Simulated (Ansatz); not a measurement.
# SnSiH4ClF (SMILES [F][SnH]([SiH3])[Cl]): BHLYP/def2-SVP (core potential)

Aim: the vertical singlet–triplet gap of SnSiH4ClF at BHLYP/def2-SVP (core potential), from 2 runs. 

Program for the calculation: Ansatz 0.2.0.

104 further runs of the same task are left out: 6 that didn't finish, 98 set aside as unsound or not needed. Runs told in other sessions of the task aren't counted.

## 1. The structure to begin with

The species is SnSiH4ClF (8 atoms), meant as a singlet with charge 0. SMILES: `[F][SnH]([SiH3])[Cl]`. Geometry: relaxed at PBE0-D4/def2-TZVP.

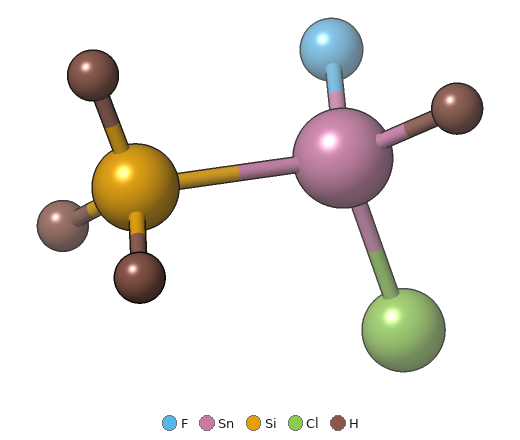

The structure, seen from a chosen angle (fluorine blue, tin pink, silicon amber, chlorine green, hydrogen brown).

## 2. The energy at BHLYP/def2-SVP (core potential)

Input file molecule.yaml:

```yaml
crystal:
  periodic: [false, false, false]
  atoms:
    - symbol: F
      position_ang: [-2.164400, 1.207300, 0.065000]
    - symbol: Sn
      position_ang: [-0.491100, 0.743900, -0.760400]
    - symbol: Si
      position_ang: [0.772400, -0.710700, 0.928600]
    - symbol: Cl
      position_ang: [-1.103700, -0.588800, -2.566200]
    - symbol: H
      position_ang: [0.081000, 2.212200, -1.406000]
    - symbol: H
      position_ang: [1.077500, 0.107800, 2.127500]
    - symbol: H
      position_ang: [2.025400, -1.174900, 0.284900]
    - symbol: H
      position_ang: [-0.104900, -1.854000, 1.270900]
basis:
  gaussian:
    orbitals: def2-SVP
accuracy: high
output: {orbitals: {seedname: orbitals}}
hamiltonian:
  xc: {name: BHLYP}
```

Started as:

```
$ ansatz run molecule.yaml --threads 1 --pin off --max-ram 3480MiB --events-out events.jsonl --progress --plain --runs-dir runs
```

Output:

```text
Warning: RAYON_NUM_THREADS=1 ignored (pool sized by the plan → 1); use --threads N
Functional definition: BHLYP
  name "BHLYP"
  parameter a = 0.5
  exchange = (1 - a)*b88_x + a*exact_x
  correlation = lyp_c
2115 factors; integrals over basis functions are off by at most 7.7e-9 eV
mean field evaluation 1: about -29001.1420 eV, gradient 3.6e1 eV
mean field evaluation 2: about -28999.6051 eV, gradient 5.0e1 eV
mean field evaluation 4: about -29003.5887 eV, gradient 1.3e0 eV
mean field evaluation 8: about -29003.8274 eV, gradient 9.1e-2 eV
mean field evaluation 16: about -29003.8275 eV, gradient 3.8e-5 eV
mean field -29003.82747753 eV, -1065.8710002988 hartree, gradient 8.3e-8 eV, S^2 0.000000; 0 other end points of the search recorded, 0 dependent functions left out
reference -29003.82750844 eV, -1065.8710014347 hartree; 33, 33 occupied and 63, 63 virtual orbitals, 2115 factors
Total energy: -29003.82750844 eV, -1065.8710014347 hartree
```

Run time: 21 s. Hardware: 1 thread of Arm Neoverse N1, shared host; peak memory 0.37 GiB.

## 3. The triplet, same level

Input file input.yaml:

```yaml
crystal:
  periodic: [false, false, false]
  atoms:
    - symbol: F
      position_ang: [-2.164400, 1.207300, 0.065000]
    - symbol: Sn
      position_ang: [-0.491100, 0.743900, -0.760400]
    - symbol: Si
      position_ang: [0.772400, -0.710700, 0.928600]
    - symbol: Cl
      position_ang: [-1.103700, -0.588800, -2.566200]
    - symbol: H
      position_ang: [0.081000, 2.212200, -1.406000]
    - symbol: H
      position_ang: [1.077500, 0.107800, 2.127500]
    - symbol: H
      position_ang: [2.025400, -1.174900, 0.284900]
    - symbol: H
      position_ang: [-0.104900, -1.854000, 1.270900]
basis:
  gaussian: {orbitals: def2-SVP}
magnetization: {spin_polarized: true, initial_magnetization: 2}
hamiltonian: {xc: {name: BHLYP}}
accuracy: high
output: {orbitals: {seedname: orbitals}}
```

Started as:

```
$ ansatz run input.yaml --threads 1 --pin off --max-ram 3480MiB --events-out events.jsonl --progress --plain --runs-dir runs
```

Output:

```text
Warning: RAYON_NUM_THREADS=1 ignored (pool sized by the plan → 1); use --threads N
[... 5 set-up lines as earlier in the session ...]
2115 factors; integrals over basis functions are off by at most 7.7e-9 eV
mean field evaluation 1: about -28994.9165 eV, gradient 2.7e1 eV
mean field evaluation 2: about -28984.2260 eV, gradient 6.0e1 eV
mean field evaluation 4: about -28997.7256 eV, gradient 3.4e0 eV
mean field evaluation 8: about -28997.9252 eV, gradient 5.2e-1 eV
mean field evaluation 16: about -28998.0380 eV, gradient 9.5e-2 eV
mean field evaluation 32: about -28998.0411 eV, gradient 1.5e-3 eV
mean field evaluation 64: about -28998.0411 eV, gradient 2.1e-7 eV
mean field -28998.04107972 eV, -1065.6583541016 hartree, gradient 9.3e-8 eV, S^2 2.017229; 6 other end points of the search recorded, 0 dependent functions left out
reference -28998.04111108 eV, -1065.6583552539 hartree; 34, 32 occupied and 62, 64 virtual orbitals, 2115 factors
Total energy: -28998.04111108 eV, -1065.6583552539 hartree
```

It took 1.8 min on 1 thread of Arm Neoverse N1, shared host; peak memory 0.57 GiB.

## 4. What came out

Level: BHLYP/def2-SVP (core potential).

| quantity | value |
| --- | --- |
| singlet: total energy | -1065.87100 Eh |
| singlet: HOMO energy | -9.41 eV |
| singlet: LUMO energy | -0.06 eV |
| singlet: HOMO–LUMO gap | 9.35 eV |
| triplet: total energy | -1065.65836 Eh |
| triplet: HOMO energy (highest over α and β) | -3.72 eV |
| triplet: ⟨S²⟩ | 2.017 |
| vertical energy of the triplet above the singlet | 5.786 eV |

**Reading.** At this shape the triplet lies 5.79 eV (133 kcal/mol) above the singlet.
